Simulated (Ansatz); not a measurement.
## Run report: C$_{2}$H$_{7}$InSi, geometry relaxation (part 1 of 2)

C$_{2}$H$_{7}$InSi, computed with RKS PBE-D4/def2-SVP (Ansatz 0.2.0).

The geometry: force-field start. Figures and captions count atoms from 1; the log counts them from 0 in places.

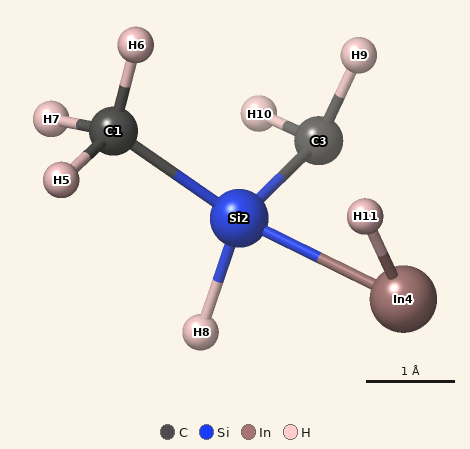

Figure 1. The input geometry (ball-and-stick view, seen at a tilt; atoms are numbered from 1 in the order of the input). Sticks mark near contacts. Bond lengths as drawn: C–H 1.10 to 1.17 Å, C–Si 1.82 to 1.84 Å, H–In 1.35 Å, H–Si 1.49 Å and In–Si 2.15 Å.

## Key numbers

- outcome: converged
- total energy: −15228.7413 eV
- mean-field energy: −15228.4732 eV
- dispersion energy: −0.2681 eV
- SCF solution under orbital rotations: stable
- largest force (length of the vector) at the end: 0.029 eV/Å
- dipole moment: 1.29 D
- hardware: 4 threads of Arm Neoverse V1, 23 GiB of memory available, shared host
- wall time: 20 s (CPU time 72 s)
- peak memory: 0.16 GiB

## The input
```yaml
crystal:
  periodic: [false, false, false]
  atoms:
    - {symbol: C, position_ang: [-0.741200, 1.270800, 0.167000]}
    - {symbol: Si, position_ang: [-0.113300, -0.295600, -0.505700]}
    - {symbol: C, position_ang: [1.429300, -0.723400, 0.391400]}
    - {symbol: In, position_ang: [-0.266500, -2.402500, -0.879100]}
    - {symbol: H, position_ang: [-1.722300, 1.563400, -0.402700]}
    - {symbol: H, position_ang: [-1.005600, 1.224500, 1.236800]}
    - {symbol: H, position_ang: [-0.016400, 2.124600, 0.008400]}
    - {symbol: H, position_ang: [0.217800, -0.132300, -1.945900]}
    - {symbol: H, position_ang: [1.224800, -0.963600, 1.499600]}
    - {symbol: H, position_ang: [2.154300, 0.144800, 0.408200]}
    - {symbol: H, position_ang: [-1.095500, -1.867700, 0.042800]}
basis:
  gaussian: {orbitals: def2-SVP}
hamiltonian: {xc: pbe, dispersion: d4}
relax: {f_tol: 0.03, max_steps: 200}
```

Launched with:
```bash
ansatz run in.yaml --threads 4 --pin off --events-out ev --progress --plain --max-ram 10444MiB
```

## Log
```
Functional definition: PBE
  name "PBE"
  cite "Perdew, Burke & Ernzerhof, Phys. Rev. Lett. 77, 3865 (1996) doi:10.1103/PhysRevLett.77.3865"
  parent pbe
  parameter kappa = 0.804
  parameter beta = 0.06672455060314922
  exchange = pbe_x(kappa = kappa, mu = beta*pi^2/3)
  correlation = pbe_c(beta = beta)
1234 factors; their error is unknown
mean field evaluation 1: about -15203.3061 eV, gradient 8.0e1 eV
mean field evaluation 2: about -15107.2471 eV, gradient 1.6e2 eV
mean field evaluation 4: about -15206.8845 eV, gradient 5.1e1 eV
mean field evaluation 8: about -15220.7998 eV, gradient 1.2e0 eV
mean field evaluation 16: about -15220.7531 eV, gradient 3.5e-2 eV
mean field -15220.75310255 eV, -559.3523595218 hartree, gradient 8.6e-5 eV, S^2 0.000000; 1 other end points of the search recorded, 0 dependent functions left out
the calculation of the forces begins
reference -15220.75314293 eV, -559.3523610058 hartree; 27, 27 occupied and 80, 80 virtual orbitals, 1234 factors
relax step   1: F+E_penalty+E_count = -15221.02580358 eV  Δ(F+E_penalty+E_count) = +0.000e0 eV  max|allowed force component| = 1.301e1 eV/Å  Δτ_max = 0.0000 Å  (58 SCF iters, accepted)
these checks for a lower state are left out or cut short: starts, cluster_reference, orbital_swaps, neighbouring_geometries, increment
1234 factors; their error is unknown
mean field evaluation 32: about -15223.8899 eV, gradient 3.7e1 eV
mean field -15224.40575476 eV, -559.4865920146 hartree, gradient 1.9e-5 eV, S^2 0.000000; 0 other end points of the search recorded, 0 dependent functions left out
[... from here on the field's lines of each further geometry are left out, up to the last ...]
relax step   2: F+E_penalty+E_count = -15224.67956266 eV  Δ(F+E_penalty+E_count) = -3.654e0 eV  max|allowed force component| = 6.063e0 eV/Å  Δτ_max = 0.1946 Å  (39 SCF iters, accepted)
relax step   3: F+E_penalty+E_count = -15226.59257725 eV  Δ(F+E_penalty+E_count) = -1.913e0 eV  max|allowed force component| = 2.433e0 eV/Å  Δτ_max = 0.1945 Å  (34 SCF iters, accepted)
relax step   4: F+E_penalty+E_count = -15227.49119824 eV  Δ(F+E_penalty+E_count) = -8.986e-1 eV  max|allowed force component| = 1.099e0 eV/Å  Δτ_max = 0.1950 Å  (34 SCF iters, accepted)
relax step   5: F+E_penalty+E_count = -15227.97072658 eV  Δ(F+E_penalty+E_count) = -4.795e-1 eV  max|allowed force component| = 8.213e-1 eV/Å  Δτ_max = 0.1949 Å  (30 SCF iters, accepted)
relax step   6: F+E_penalty+E_count = -15228.27212998 eV  Δ(F+E_penalty+E_count) = -3.014e-1 eV  max|allowed force component| = 6.190e-1 eV/Å  Δτ_max = 0.1911 Å  (28 SCF iters, accepted)
relax step   7: F+E_penalty+E_count = -15228.47646217 eV  Δ(F+E_penalty+E_count) = -2.043e-1 eV  max|allowed force component| = 3.976e-1 eV/Å  Δτ_max = 0.1962 Å  (29 SCF iters, accepted)
relax step   8: F+E_penalty+E_count = -15228.59517827 eV  Δ(F+E_penalty+E_count) = -1.187e-1 eV  max|allowed force component| = 2.293e-1 eV/Å  Δτ_max = 0.1960 Å  (29 SCF iters, accepted)
relax step   9: F+E_penalty+E_count = -15228.66200066 eV  Δ(F+E_penalty+E_count) = -6.682e-2 eV  max|allowed force component| = 1.563e-1 eV/Å  Δτ_max = 0.1998 Å  (28 SCF iters, accepted)
relax step  10: F+E_penalty+E_count = -15228.70687295 eV  Δ(F+E_penalty+E_count) = -4.487e-2 eV  max|allowed force component| = 9.129e-2 eV/Å  Δτ_max = 0.2000 Å  (29 SCF iters, accepted)
relax step  11: F+E_penalty+E_count = -15228.73006731 eV  Δ(F+E_penalty+E_count) = -2.319e-2 eV  max|allowed force component| = 5.330e-2 eV/Å  Δτ_max = 0.1996 Å  (29 SCF iters, accepted)
relax step  12: F+E_penalty+E_count = -15228.73784138 eV  Δ(F+E_penalty+E_count) = -7.774e-3 eV  max|allowed force component| = 1.050e-1 eV/Å  Δτ_max = 0.1924 Å  (29 SCF iters, accepted)
relax step  13: F+E_penalty+E_count = -15228.74011247 eV  Δ(F+E_penalty+E_count) = -2.271e-3 eV  max|allowed force component| = 3.255e-2 eV/Å  Δτ_max = 0.0600 Å  (28 SCF iters, accepted)
relax step  14: F+E_penalty+E_count = -15228.74056872 eV  Δ(F+E_penalty+E_count) = -4.562e-4 eV  max|allowed force component| = 3.979e-2 eV/Å  Δτ_max = 0.0409 Å  (29 SCF iters, accepted)
relax step  15: F+E_penalty+E_count = -15228.74099649 eV  Δ(F+E_penalty+E_count) = -4.278e-4 eV  max|allowed force component| = 3.082e-2 eV/Å  Δτ_max = 0.0552 Å  (28 SCF iters, accepted)
the calculation of the forces begins
reference -15228.47315297 eV, -559.6360661417 hartree; 27, 27 occupied and 80, 80 virtual orbitals, 1234 factors
relax step  16: F+E_penalty+E_count = -15228.74124287 eV  Δ(F+E_penalty+E_count) = -2.464e-4 eV  max|allowed force component| = 2.567e-2 eV/Å  Δτ_max = 0.0760 Å  (29 SCF iters, accepted)
```

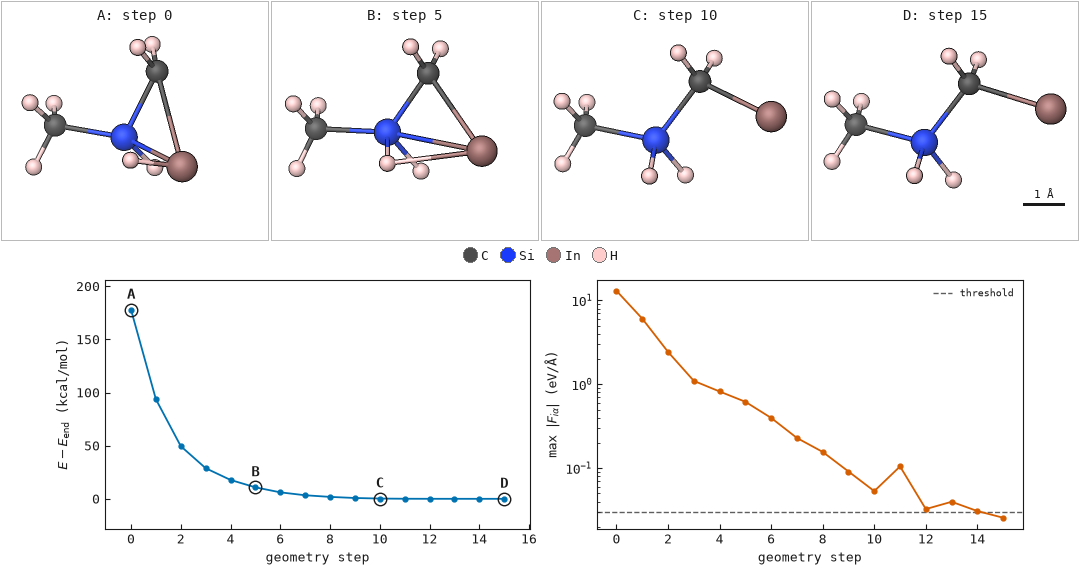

Figure 2. Frames of the relaxation (ball-and-stick view, seen at a tilt) above the curves, on which the letters mark them (the first geometry is step 0 here and step 1 in the log).

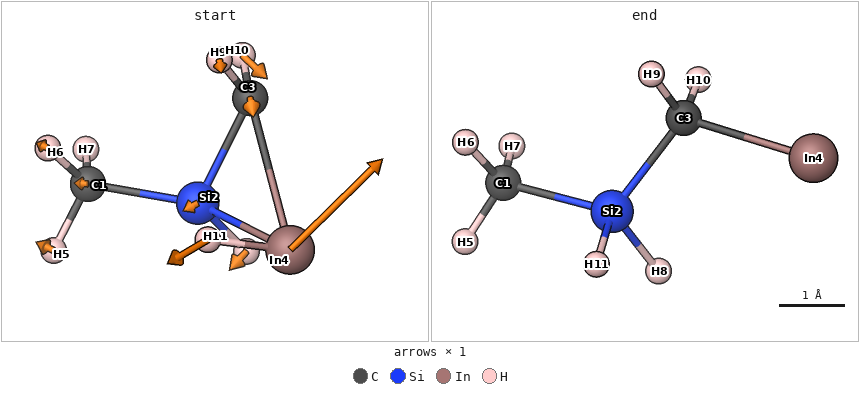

Figure 3. Before (left) and after (right) the relaxation, at one scale (ball-and-stick view, seen at a tilt). The orange arrows give the displacements, at true length. After 15 geometry steps the energy has fallen by 177.9 kcal/mol. The largest force component goes from 13 to 0.026 eV/Å. The largest move after the best rigid fit is that of In4, 2.03 Å. By element the largest moves are In 2.03 Å, H 0.90 Å, C 0.41 Å, Si 0.29 Å. Distances before and after: In4–H11 1.350 → 3.744 Å, Si2–In4 2.145 → 3.496 Å, Si2–H11 1.933 → 1.516 Å, C3–In4 2.704 → 2.300 Å. Bonds break: In4–H11 (1.35 → 3.74 Å), Si2–In4 (2.15 → 3.50 Å). Among the angles that change: Si2–C3–In4 52.2° → 113.5°, In4–C3–H10 152.3° → 107.4°, C1–Si2–C3 108.1° → 115.7°. (Atoms are counted from 1 in the order of the input.)

```
1234 factors; their error is unknown
mean field -15228.47311110 eV, -559.6360646031 hartree, gradient 9.9e-6 eV, S^2 0.000000; 1 other end points of the search recorded, 0 dependent functions left out
the calculation of the forces begins
reference -15228.47315297 eV, -559.6360661417 hartree; 27, 27 occupied and 80, 80 virtual orbitals, 1234 factors
Total energy: -15228.74128473 eV, -559.6459198024 hartree
Atom 0 at    -0.808255     1.505001     0.232332 Å, force     0.015641    -0.004578    -0.001021 eV/Å
Atom 1 at    -0.382459    -0.217157    -0.443335 Å, force    -0.010787    -0.017647     0.004572 eV/Å
Atom 2 at     1.126656    -1.032649     0.304449 Å, force     0.018869     0.010933     0.006510 eV/Å
Atom 3 at     1.557338    -3.123234    -0.553294 Å, force    -0.004359     0.014949     0.003814 eV/Å
Atom 4 at    -1.705863     1.925061    -0.266476 Å, force    -0.002503    -0.001015    -0.001580 eV/Å
Atom 5 at    -1.008196     1.458251     1.322670 Å, force     0.001513     0.001084    -0.005152 eV/Å
Atom 6 at     0.037101     2.205445     0.071209 Å, force    -0.009096     0.000996     0.001886 eV/Å
Atom 7 at    -0.201452    -0.105695    -1.944270 Å, force     0.003767     0.004182     0.007317 eV/Å
Atom 8 at     1.003619    -1.149185     1.406767 Å, force     0.004790     0.004871    -0.025667 eV/Å
Atom 9 at     2.034099    -0.408153     0.130041 Å, force    -0.017701    -0.020385     0.010343 eV/Å
Atom 10 at    -1.587187    -1.114684    -0.239295 Å, force    -0.000135     0.006611    -0.001022 eV/Å
Dipole moment:     0.220241    -0.086682     0.127863 e Å
```

## Trajectory as extended XYZ (Å, eV, eV/Å), 16 frames, from step=1 to step=16
```
11
Properties=species:S:1:pos:R:3:forces:R:3 step=1 energy=-15221.02580
C    -0.7412    1.2708    0.1670   -2.6040   1.9751  -0.9758
Si   -0.1133   -0.2956   -0.5057    2.0601   7.1799   3.7846
C     1.4293   -0.7234    0.3914   -0.9014   0.3690   1.3192
In   -0.2665   -2.4025   -0.8791    7.2715 -13.0124  -8.9109
H    -1.7223    1.5634   -0.4027    1.1444  -0.0661   0.8507
H    -1.0056    1.2245    1.2368    0.0740  -0.0736   0.1919
H    -0.0164    2.1246    0.0084   -0.2836  -0.6294   0.0713
H     0.2178   -0.1323   -1.9459   -0.3869  -0.2903  -0.9278
H     1.2248   -0.9636    1.4996    0.0545  -0.0327  -1.1683
H     2.1543    0.1448    0.4082    0.2315  -1.1638  -0.8912
H    -1.0955   -1.8677    0.0428   -6.6600   5.7443   6.6563
11
Properties=species:S:1:pos:R:3:forces:R:3 step=2 energy=-15224.67956
C    -0.7826    1.3147    0.1681   -1.8438   1.3003  -0.4930
Si   -0.0817   -0.2259   -0.4627    1.4757   2.0186   2.4122
C     1.4217   -0.7196    0.4140   -0.7859   0.1477   0.5409
In   -0.1937   -2.5719   -0.9414    3.4316  -6.0626  -3.4528
H    -1.7269    1.5778   -0.3953    0.3822   0.2444   0.4622
H    -1.0105    1.2312    1.2444    0.0050   0.0482   0.1415
H    -0.0249    2.1244    0.0114   -0.2312  -0.2526   0.0423
H     0.2009   -0.1399   -1.9532   -0.6145  -0.3503  -0.2843
H     1.2227   -0.9682    1.4939    0.0033  -0.0216  -0.5175
H     2.1752    0.1120    0.3828    0.3391  -0.9739  -0.6583
H    -1.1348   -1.7916    0.0587   -2.1616   3.9019   1.8067
11
Properties=species:S:1:pos:R:3:forces:R:3 step=3 energy=-15226.59258
C    -0.8337    1.3466    0.1660   -0.4232   0.6388   0.1351
Si   -0.0535   -0.1939   -0.3940    0.0071   0.0535   0.6483
C     1.4137   -0.7329    0.4360   -0.0154  -0.0514   0.0142
In   -0.0972   -2.7321   -0.9950    1.6722  -2.3817  -1.0286
H    -1.7436    1.6007   -0.3874   -0.4355   0.3873  -0.0434
H    -1.0192    1.2407    1.2504   -0.1255   0.1888   0.0770
H    -0.0428    2.1179    0.0114   -0.2559   0.0235   0.0451
H     0.1522   -0.1690   -1.9364   -0.5252  -0.3191   0.3050
H     1.2234   -0.9715    1.4950    0.0383  -0.1424   0.1890
H     2.2005    0.0578    0.3491    0.3088  -0.8304  -0.3575
H    -1.1343   -1.6213    0.0257   -0.2458   2.4332   0.0158
11
Properties=species:S:1:pos:R:3:forces:R:3 step=4 energy=-15227.49120
C    -0.8753    1.3784    0.1679    0.3423   0.2456   0.3762
Si   -0.0644   -0.1870   -0.3441   -0.7099  -0.1957  -0.4140
C     1.3993   -0.7643    0.4446    0.5136  -0.1082  -0.0916
In    0.0293   -2.8519   -1.0114    1.0290  -0.6495  -0.1032
H    -1.7769    1.6362   -0.3829   -0.5829   0.3293  -0.1744
H    -1.0397    1.2700    1.2576   -0.2175   0.2615   0.0306
H    -0.0685    2.1297    0.0147   -0.2654   0.1734   0.0367
H     0.0936   -0.2056   -1.8984   -0.2946  -0.1837   0.3832
H     1.2351   -0.9908    1.5058    0.0930  -0.1887   0.3448
H     2.2338   -0.0307    0.3075    0.1643  -0.7830  -0.1629
H    -1.1010   -1.4410   -0.0406   -0.0719   1.0989  -0.2255
```
